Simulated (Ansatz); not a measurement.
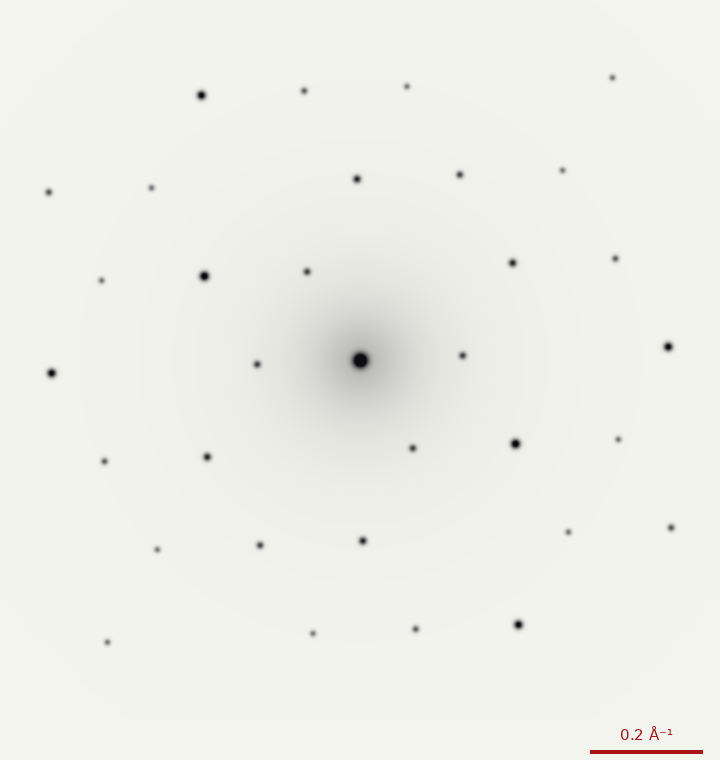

Computed electron diffraction pattern, 120 kV, single scattering only, B = 1 Å².

Phase: SrIr2Ru2, space group Fddd (No. 70), a = 7.77 Å, b = 10.62 Å, c = 10.89 Å. Structure: the geometry relaxed with DFT, PAW plane waves, r2scan (Ansatz 0.2.0); the starting structure was generated, so it need not be a known form of this composition.

Determine the zone axis from the geometry of the pattern.

The spots form a centred rectangular net with both shortest vectors at d = 5.43 Å, 61.5° apart. They index as -1 1 1 and -1 -1 1, so the zone axis is [101] (or an equivalent direction of <101>). The zone [110] gives nearly the same net, so geometry alone does not settle it; this pattern was computed for [101].

Which reflections of this zone are missing, and why?

The lattice centring (F) removes all reflections that break h + k = 2n, h + l = 2n; a glide plane extinguishes reflections such as 0 2 0, 0 6 0; reflections such as 2 -2 -2, 2 2 -2, 2 6 -2 are allowed by the space group but vanish because the atoms sit on special positions. In a thicker crystal double diffraction can put intensity into those places emptied by glide planes or screw axes that lie on the net of the visible spots, but never into those emptied by centring.
